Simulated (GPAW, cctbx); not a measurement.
# Zn3HgTe4: deformation density and structure factors from DFT

Question: by how much does bonding change the structure factors of Zn3HgTe4?

The cell is our own: ordered zincblende alloy in the eight-atom cube, 1 of 4 Zn sites given to Hg. All numbers below are calculated.

### 1. Relax the structure

The density hangs on the geometry, so cell and atoms are relaxed first, with the symmetry held. The cutoff is set higher than for the density because stress converges slowly with plane waves.

Settings: GPAW 26.7.0, PBE, 650 eV, 3×3×3 k-points, Fermi–Dirac width 0.02 eV, BFGS to 0.02 eV/Å.

```text
cell
1.0
     6.307500000    0.000000000    0.000000000
     0.000000000    6.307500000    0.000000000
     0.000000000    0.000000000    6.307500000
Hg Te Zn
1 4 3
Direct
0.000000000 0.000000000 0.000000000
0.250000000 0.250000000 0.250000000
0.250000000 0.750000000 0.750000000
0.750000000 0.250000000 0.750000000
0.750000000 0.750000000 0.250000000
0.000000000 0.500000000 0.500000000
0.500000000 0.000000000 0.500000000
0.500000000 0.500000000 0.000000000
```

```console
$ OMP_NUM_THREADS=1 mpirun -n 4 gpaw python run.py > gpaw.log
```

```text
BFGS:    0      -20.178319        1.071549
BFGS:    1      -20.239004        0.911356
BFGS:    2      -20.411052        0.102995
BFGS:    3      -20.413826        0.073458
...
BFGS:    6      -20.415682        0.040044
BFGS:    7      -20.416333        0.027104
BFGS:    8      -20.416490        0.007500
cell  6.2867 6.2867 6.2867  90.00 90.00 90.00
volume 248.467 A^3, largest force 0.004 eV/A, largest stress 0.01 GPa
```

After 8 steps the volume has changed by -1.0 % and the energy by -0.238 eV; the largest stress left is 0.01 GPa. It took 3.9 min on 4 cores of Arm Neoverse N1 (shared host), peak memory 1.6 GiB.

Relaxed structure: P-43m (no. 215), a = 6.2867 Å, b = 6.2867 Å, c = 6.2867 Å, α = 90.00°, β = 90.00°, γ = 90.00°.

```csv
atom,mult.,x,y,z
Hg1,1,0,0,0
Te1,4,0.2606,0.2606,0.2606
Zn1,3,0,1/2,1/2
```

### 2. Density and charge transfer

X-rays see the whole electron density, so the PAW density is rebuilt with its core regions. Subtracting spherical free atoms from the same code cancels the cores and leaves the deformation density Δρ, the part due to bonding.

Settings: PBE, 600 eV, 4×4×4 k-points, Fermi–Dirac width 0.02 eV; primitive cell of 8 atoms.

```console
$ OMP_NUM_THREADS=1 mpirun -n 4 gpaw python run.py > gpaw.log
```

```text
|iter:   1|       0s |  -20.869046 | +0.83 |       |
|iter:   2|       4s |  -20.839327 | -0.24 | -1.33 |
|iter:   3|       7s |  -20.460500 | -0.73 | -1.38 |
...
|iter:  16|      50s |  -20.454452c| -6.87 | -6.89c|
|iter:  17|      52s |  -20.454452c| -7.14 | -7.27c|
|iter:  18|      55s |  -20.454452c| -7.61c| -7.34c|
```

```text
grid (72, 72, 72)  electrons 378.000  moved by bonding 1.504 e
deformation density beyond 0.5 A of the nuclei: max 0.125, min -0.063 e/A^3
atom        x       y       z   Voronoi charge  moment
Hg1    0.0000  0.0000  0.0000      0.174       0.00
Te2    0.2606  0.2606  0.2606     -0.150       0.00
Te3    0.2606  0.7394  0.7394     -0.150       0.00
Te4    0.7394  0.2606  0.7394     -0.150       0.00
Te5    0.7394  0.7394  0.2606     -0.150       0.00
Zn6    0.0000  0.5000  0.5000      0.143       0.00
Zn7    0.5000  0.0000  0.5000      0.143       0.00
Zn8    0.5000  0.5000  0.0000      0.143       0.00
mean inner potential of superposed free atoms 13.908 V
total magnetic moment 0.000 muB
```

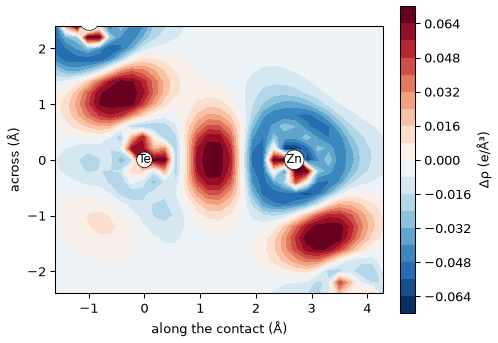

Deformation density in a plane through the shortest contact of the Te atom at the origin; red gains electrons, blue loses them.

Te gains most (-0.15 e) and Hg loses most (+0.17 e); Te is the most electronegative element, but the order of the others doesn't follow electronegativity. Such charges fall far short of formal ones, since overlapping free atoms already put density on their neighbours. Along the shortest contact from the Te atom at the map's origin, Te–Zn at 2.69 Å, Δρ is +0.08 e/Å³ at the midpoint: a bond charge, the mark of covalency. At the midpoints of other shortest contacts it is +0.06 (Hg–Te, 2.84 Å) e/Å³. Point values carry grid noise of about 0.01 e/Å³. The run needed 18 iterations, 70 s.

### 3. From the density to structure factors

The Fourier components of Δρ, added to those of the free atoms, give the static X-ray structure factors; the Mott–Bethe relation turns them into the Fourier components V of the potential that fast electrons feel.

```text
static structure factors of the conventional cell: F in electrons, V (Mott-Bethe) in volts
   h  k  l      d  |F| table  |F| free   |F| DFT   change   |V| free  |V| DFT  change %
   0  1  0  6.2867    35.565    35.523    35.470   -0.053     0.415    0.453      9.3
   0  1  1  4.4454    48.508    48.464    48.441   -0.023     0.899    0.907      0.9
   1  1  1  3.6296   237.256   237.337   237.513    0.176     7.368    7.316     -0.7
   0  2  0  3.1434    26.612    26.795    27.306    0.511     1.703    1.610     -5.5
   0  2  1  2.8115    56.206    56.248    56.256    0.008     1.099    1.098     -0.1
   1  2  1  2.5665    48.671    48.728    48.717   -0.011     0.953    0.953      0.0
   0  2  2  2.2227   293.797   293.545   293.128   -0.417     7.359    7.397      0.5
   1  2  2  2.0956    31.808    31.887    31.946    0.060     0.378    0.373     -1.2
   0  3  0  2.0956    73.400    73.502    73.495   -0.007     1.456    1.457      0.0
   0  3  1  1.9880    39.399    39.481    39.550    0.069     0.565    0.560     -0.9
   1  3  1  1.8955   196.453   196.187   195.758   -0.429     4.557    4.585      0.6
   2  2  2  1.8148    18.574    19.103    19.022   -0.081     0.812    0.819      0.8
   0  3  2  1.7436    10.945    11.005    11.051    0.046     0.118    0.121      2.2
   1  3  2  1.6802    45.578    45.632    45.673    0.041     0.725    0.723     -0.2
```

The largest X-ray change is +0.51 e on 020, 1.9 % of |F|. For electrons V goes as (Z − F)/g², so a change of F counts against Z − F, which is small at low angle and wherever the atoms' terms cancel: |V| of 010 moves by +9.3 % (0.41 to 0.45 V) against -0.1 % in |F|. The tabulated Hartree–Fock atoms differ from the free DFT atoms by up to 0.53 e, so the choice of reference atom matters too.

### 4. Answer

Bonding moves 1.50 e in the primitive cell of Zn3HgTe4 and changes the structure factors of the conventional cell in the table above by at most 0.51 e (020, 1.9 %). The shortest bond, Te–Zn, has Δρ = +0.08 e/Å³ at its midpoint, a covalent bond charge. Limits: static density, frozen cores, no spin–orbit coupling.

[Outputs are excerpts: Python notices, other lines and further rows are left out; steps that failed or that the build refused (PBEsol, TPSS) are not shown.]

[Logs are printed without paths, hosts, clocks, repeated set-up lines and the standing remarks that a program may print on its own settings, such as how far it seeks lower states.]
